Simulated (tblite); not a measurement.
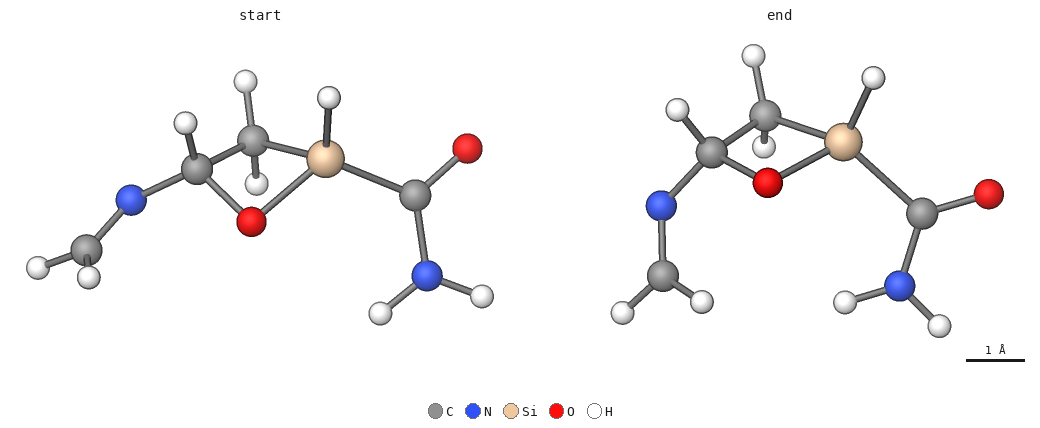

The structure of C$_{4}$H$_{8}$N$_{2}$O$_{2}$Si before (left) and after (right) a relaxation, at one scale.

A ball-and-stick model, seen face on.

All numbers below come from tblite, GFN2-xTB geometry optimisation, gas phase. 

Q: Describe what moved and what it gained.

A: After 104 geometry steps the energy has fallen by 165.6 kJ/mol. The largest move after the best rigid fit is that of an H atom, 1.72 Å. By element the largest moves are H 1.72 Å, C 1.09 Å, O 0.88 Å, N 0.85 Å, Si 0.30 Å. Among the contacts that change: C–Si 1.811 → 1.915 Å, C–N 1.425 → 1.351 Å, C–O 1.384 → 1.446 Å, C–Si 1.858 → 1.910 Å. Among the angles between lasting bonds that change: C–C–O 88.6° → 99.9°, C–Si–O 69.5° → 79.3°, C–Si–C 113.3° → 120.9°. Groups turn about C–N by about 45°, C–O by about 30°, C–C by about 30°. Cost: 0.67 s on 1 thread of Intel(R) Xeon(R) 6975P-C, on a shared host.
